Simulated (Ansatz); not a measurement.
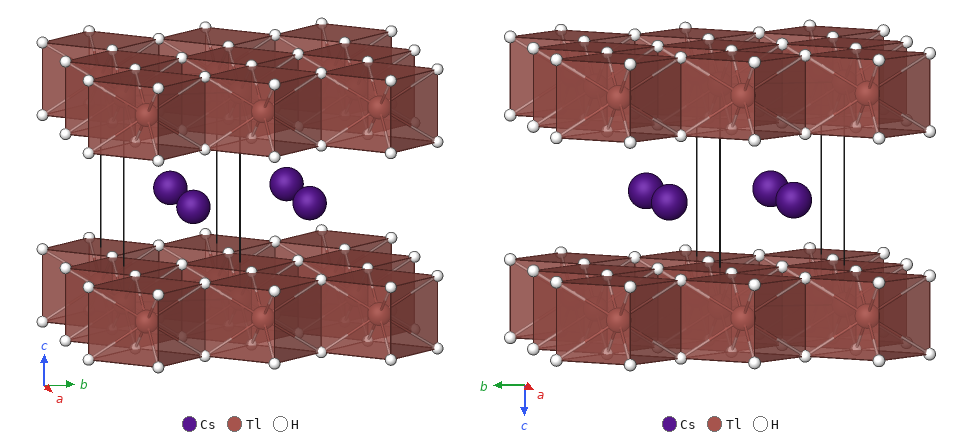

Polyhedra are drawn about Tl (bonds: H–Tl below 2.5 Å); other atoms are plain spheres. Two views of the same piece.

System CsTlH₄ (space group P4/mmm, No. 123); source of the atomic positions: coordinates from a relaxation with Ansatz, DFT PBE, scalar-relativistic, plane waves, PAW; the starting structure was generated, so it need not be a known form of this composition.

What figure surrounds each Tl atom, and what does it share with the other drawn polyhedra?

Answer. Tl: TlH8 cube, sharing edges with four neighbours.

How do these polyhedra hang together as a whole?

Answer. They form layers of edge-sharing cubes parallel to (001). Their corner atoms also have Cs as close neighbours (those links are not drawn).
